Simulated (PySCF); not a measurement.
# CH8AsNSi (SMILES C[SiH](N)[AsH2]): levels of theory compared

Wanted: a comparison of 5 runs (HF/3-21G, B3LYP/6-31G*, PBE/def2-SVP, PBE0/def2-SVP, MP2/STO-3G) of CH8AsNSi. Input form: a Python script.

The calculation is run with PySCF 2.14.0.

## 1. The system as given

The species is CH8AsNSi (12 atoms), meant as a singlet with charge 0. As SMILES, `C[SiH](N)[AsH2]`. The shape comes from GFN2-xTB, which is rough for such elements, and wasn't checked as a minimum. This is one conformer, not always the lowest.

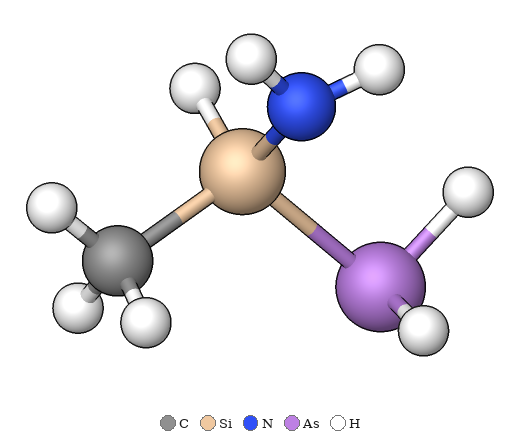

Viewed from a chosen angle; carbon grey, silicon light orange, nitrogen blue, arsenic purple, hydrogen white.

## 2. Energy and gradient at HF/3-21G (run 1)

input.py

```python
# C[SiH](N)[AsH2]
import pyscf.grad
from pyscf import gto

molecule = gto.M(
    atom='''
C   -1.134390   1.263470   0.388410
Si   0.282720   0.263380  -0.387920
N    1.214290  -0.334960   0.941080
As  -0.534920  -1.534220  -1.636580
H   -0.766040   2.117570   0.946620
H   -1.799830   1.637790  -0.384800
H   -1.722460   0.651830   1.066200
H    1.042970   1.187200  -1.269120
H    1.892320  -1.059040   0.763020
H    1.575400   0.309660   1.626920
H   -0.870070  -2.314300  -0.399980
H    0.820000  -2.188370  -1.653860
''',
    max_memory=1860,
    charge=0,
    verbose=3,
    basis='3-21g',
)

hf = molecule.RHF()
hf.conv_tol = 1e-10
hf.kernel()
if not hf.converged:
    hf = hf.newton().run(hf.mo_coeff, hf.mo_occ)

e_final = hf.e_tot
print('Final energy', e_final)
grad = hf.Gradients().kernel()
hf.analyze()
```

On the command line:

```sh
$ OMP_NUM_THREADS=1 python input.py
```

Standard output:

```text
converged SCF energy = -2607.28883503717
[... 15 lines left out ...]
MO #6   energy= -49.6911575098555  occ= 2
[... 8 lines left out ...]
MO #15  energy= -4.21813541443268  occ= 2
[... 8 lines left out ...]
MO #24  energy= -0.840045649472829 occ= 2
[... 8 lines left out ...]
MO #33  energy= -0.387464118017765 occ= 2
[... 8 lines left out ...]
MO #42  energy= 0.331757040009431  occ= 0
[... 8 lines left out ...]
MO #51  energy= 0.636172706202213  occ= 0
[... 8 lines left out ...]
MO #60  energy= 1.30180535978902   occ= 0
[... 8 lines left out ...]
MO #69  energy= 2.64579091247071   occ= 0
[... 13 lines left out ...]
Dipole moment(X, Y, Z, Debye):  1.48079,  0.67165,  1.12037
```

Run time: 3.6 s. Hardware: 1 thread of Intel Xeon Platinum 8488C (Sapphire Rapids), shared host; peak memory 0.14 GiB.

## 3. Energy and forces at B3LYP/6-31G(d) (Cartesian functions) (run 2)

input.py

```python
# C[SiH](N)[AsH2]
import pyscf.grad
from pyscf import gto, dft

mol = gto.Mole()
mol.atom = '''
C     -2.143686     2.387612     0.733989
Si     0.534263     0.497716    -0.733063
N      2.294676    -0.632983     1.778383
As    -1.010852    -2.899256    -3.092688
H     -1.447606     4.001627     1.788853
H     -3.401186     3.094975    -0.727167
H     -3.254978     1.231780     2.014826
H      1.970928     2.243483    -2.398289
H      3.575967    -2.001296     1.441899
H      2.977075     0.585173     3.074433
H     -1.644194    -4.373393    -0.755853
H      1.549575    -4.135420    -3.125342
'''
mol.max_memory = 1860
mol.unit = 'bohr'
mol.verbose = 4
mol.basis = '6-31g*'
mol.cart = True
mol.charge = 0
mol.build()

ks = dft.RKS(mol, xc='b3lyp')
ks.conv_tol = 1e-10
ks.grids.level = 5
ks.kernel()
if not ks.converged:
    ks = ks.newton().run(ks.mo_coeff, ks.mo_occ)

energy = ks.e_tot
print(f'total energy: {energy:.8f} hartree')
grad = ks.Gradients().kernel()
dip = ks.dip_moment()
pop, q = ks.mulliken_pop()
```

On the command line:

```sh
$ OMP_NUM_THREADS=1 python input.py
```

Standard output:

```text
PySCF version 2.14.0

[... 81 lines left out ...]
converged SCF energy = -2622.83194556151
total energy: -2622.83194556 hartree
[... 12 lines left out ...]
Dipole moment(X, Y, Z, Debye):  1.19535,  0.48676,  1.24050
[... 113 lines left out ...]
charge of   11H =      0.04113
```

It took 47 s on 1 thread of Intel Xeon Platinum 8488C (Sapphire Rapids), shared host; peak memory 1 GiB.

Run 3 isn't shown in full; the table further down has it.

## 4. Energy and gradient at PBE0/def2-SVP (run 4)

run.py

```python
import pyscf.grad
from pyscf import gto, dft

system = gto.M(
    atom='''
C       -1.134390       1.263470       0.388410
Si       0.282720       0.263380      -0.387920
N        1.214290      -0.334960       0.941080
As      -0.534920      -1.534220      -1.636580
H       -0.766040       2.117570       0.946620
H       -1.799830       1.637790      -0.384800
H       -1.722460       0.651830       1.066200
H        1.042970       1.187200      -1.269120
H        1.892320      -1.059040       0.763020
H        1.575400       0.309660       1.626920
H       -0.870070      -2.314300      -0.399980
H        0.820000      -2.188370      -1.653860
''',
    max_memory=1860,
    verbose=3,
    basis='def2-svp',
)

mf = dft.RKS(system)
mf.xc = 'pbe0'
mf.grids.level = 5
mf.conv_tol = 1e-10
mf.kernel()
if not mf.converged:
    mf = mf.newton().run(mf.mo_coeff, mf.mo_occ)

e_tot = mf.e_tot
print('E = %.10f Eh' % e_tot)
grad = mf.Gradients().kernel()
mf.analyze()
```

On the command line:

```sh
$ OMP_NUM_THREADS=1 python run.py
```

Standard output:

```text
converged SCF energy = -2622.1279321183
[... 15 lines left out ...]
MO #6   energy= -48.1992889864734  occ= 2
[... 13 lines left out ...]
MO #20  energy= -1.64635341661635  occ= 2
[... 13 lines left out ...]
MO #34  energy= -0.255352223770566 occ= 2
[... 13 lines left out ...]
MO #48  energy= 0.32487931095142   occ= 0
[... 13 lines left out ...]
MO #62  energy= 0.609166433829597  occ= 0
[... 13 lines left out ...]
MO #76  energy= 0.960083699714074  occ= 0
[... 13 lines left out ...]
MO #90  energy= 1.72481395912384   occ= 0
[... 13 lines left out ...]
MO #104 energy= 2.4675786136924    occ= 0
[... 13 lines left out ...]
MO #118 energy= 3.37597531892785   occ= 0
[... 13 lines left out ...]
Dipole moment(X, Y, Z, Debye):  1.14236,  0.38937,  1.22113
```

Run time: 47 s. Hardware: 1 thread of Intel Xeon Platinum 8488C (Sapphire Rapids), shared host; peak memory 1.2 GiB.

## 5. Energy and forces at MP2/STO-3G (run 5)

job.py

```python
import pyscf.grad
from pyscf import gto, mp

system = gto.M(
    atom='''
C     -1.134390     1.263470     0.388410
Si     0.282720     0.263380    -0.387920
N      1.214290    -0.334960     0.941080
As    -0.534920    -1.534220    -1.636580
H     -0.766040     2.117570     0.946620
H     -1.799830     1.637790    -0.384800
H     -1.722460     0.651830     1.066200
H      1.042970     1.187200    -1.269120
H      1.892320    -1.059040     0.763020
H      1.575400     0.309660     1.626920
H     -0.870070    -2.314300    -0.399980
H      0.820000    -2.188370    -1.653860
''',
    verbose=3,
    charge=0,
    max_memory=1860,
    basis='sto-3g',
    spin=0,
)

calc0 = system.RHF()
calc0.conv_tol = 1e-10
calc0.kernel()
if not calc0.converged:
    calc0 = calc0.newton().run(calc0.mo_coeff, calc0.mo_occ)

pt = mp.MP2(calc0, frozen=16).run()
e_tot = pt.e_tot
print(f'total energy: {e_tot:.8f} hartree')
grad = pt.Gradients().kernel()
dip = calc0.dip_moment()
pop, q = calc0.mulliken_pop()
```

On the command line:

```sh
$ OMP_NUM_THREADS=1 python job.py
```

Standard output:

```text
converged SCF energy = -2590.7386849832
E(RMP2) = -2590.90236961107  E_corr = -0.163684627871844
E(SCS-RMP2) = -2590.9223102527  E_corr = -0.183625269505456
total energy: -2590.90236961 hartree
--------------- RMP2 gradients ---------------
         x                y                z
0 C    -0.0143427608     0.0117579402     0.0136075116
1 Si     0.0043002544    -0.0232437975     0.0068905034
2 N     0.0301335136     0.0088371119     0.0076731389
3 As    -0.0165969908     0.0137227755    -0.0162724596
4 H    -0.0054840519    -0.0099488880    -0.0067514293
5 H     0.0080827972    -0.0047933243     0.0074664960
6 H     0.0061806366     0.0067904946    -0.0073864512
7 H     0.0088347804     0.0126022338    -0.0094889381
8 H    -0.0228568130     0.0174702063     0.0048337125
9 H    -0.0121188806    -0.0195923497    -0.0160170690
10 H     0.0022242063    -0.0071794011     0.0104241829
11 H     0.0116433086    -0.0064230019     0.0050208020
----------------------------------------------
Dipole moment(X, Y, Z, Debye):  1.38542,  0.44900,  0.44123
 ** Mulliken pop  **
pop of  0 C 1s            1.99221
pop of  0 C 2s            1.23577
pop of  0 C 2px           1.07483
pop of  0 C 2py           1.03888
pop of  0 C 2pz           1.02409
pop of  1 Si 1s           1.99961
pop of  1 Si 2s           1.98710
pop of  1 Si 3s           1.18976
pop of  1 Si 2px          1.96431
pop of  1 Si 2py          1.96385
pop of  1 Si 2pz          1.96317
pop of  1 Si 3px          0.70520
pop of  1 Si 3py          0.74995
pop of  1 Si 3pz          0.68518
pop of  2 N 1s            1.99514
pop of  2 N 2s            1.53657
pop of  2 N 2px           1.47282
pop of  2 N 2py           1.26631
pop of  2 N 2pz           1.34432
pop of  3 As 1s           1.99999
pop of  3 As 2s           1.99934
pop of  3 As 3s           1.99864
pop of  3 As 4s           1.73819
pop of  3 As 2px          1.99967
pop of  3 As 2py          1.99966
pop of  3 As 2pz          1.99972
pop of  3 As 3px          1.98455
pop of  3 As 3py          1.98365
pop of  3 As 3pz          1.98670
pop of  3 As 4px          1.03361
pop of  3 As 4py          0.97635
pop of  3 As 4pz          1.20225
pop of  3 As 3dxy         1.99578
pop of  3 As 3dyz         1.99459
pop of  3 As 3dz^2        1.99631
pop of  3 As 3dxz         1.99889
pop of  3 As 3dx2-y2      1.99719
pop of  4 H 1s            0.94987
pop of  5 H 1s            0.95049
pop of  6 H 1s            0.94642
pop of  7 H 1s            1.17486
pop of  8 H 1s            0.85601
pop of  9 H 1s            0.84950
pop of  10 H 1s           1.09405
pop of  11 H 1s           1.10464
 ** Mulliken atomic charges  **
charge of    0C =     -0.36578
charge of    1Si =      0.79187
charge of    2N =     -0.61516
charge of    3As =      0.11492
charge of    4H =      0.05013
charge of    5H =      0.04951
charge of    6H =      0.05358
charge of    7H =     -0.17486
charge of    8H =      0.14399
charge of    9H =      0.15050
charge of   10H =     -0.09405
charge of   11H =     -0.10464
```

Wall time 4.2 s (1 thread of Intel Xeon Platinum 8488C (Sapphire Rapids), shared host); peak memory 0.17 GiB.

## 6. All runs side by side

```tsv
run	level	Cartesian functions	integration grid	energy (Eh)	dipole moment (D) of the reference	HOMO energy (eV)	LUMO energy (eV)	wall time
1	HF/3-21G	no	–	-2607.288835	1.97	-9.48	4.10	3.6 s
2	B3LYP/6-31G* (Cartesian functions)	yes	5	-2622.831946	1.79	-6.62	0.57	47 s
3	PBE/def2-SVP	no	5	-2622.011710	1.68	-5.54	-0.19	50 s
4	PBE0/def2-SVP	no	5	-2622.127932	1.72	-6.95	0.64	47 s
5	MP2/STO-3G	no	–	-2590.902370	1.52	-7.24	9.78	4.2 s
```

## 7. Outcome

| quantity | value |
| --- | --- |
| run 5: total energy | -2590.90237 Eh |
| run 5: dipole moment (Hartree–Fock density) | 1.52 D |
| run 5: HOMO energy (Hartree–Fock orbitals) | -7.24 eV |
| run 5: LUMO energy (Hartree–Fock orbitals) | 9.78 eV |
| run 5: HOMO–LUMO gap (Hartree–Fock orbitals) | 17.02 eV |
| run 5: correlation energy (16 core orbitals frozen) | -163.7 mEh |
| run 5: largest force on an atom | 1.662 eV/Å |

Over runs 1, 2, 3, 4 the dipole moment (its size) runs from 1.68 D (PBE/def2-SVP) to 1.97 D (HF/3-21G). The two ends differ in method and basis. Over runs 1, 2, 3, 4 the HOMO–LUMO gap runs from 5.35 eV (PBE/def2-SVP) to 13.59 eV (HF/3-21G). Totals of different functionals can't be ranked against each other. In run 5 the basis is minimal, so the values are rough. All runs together took 2.5 min, the longest 50 s.
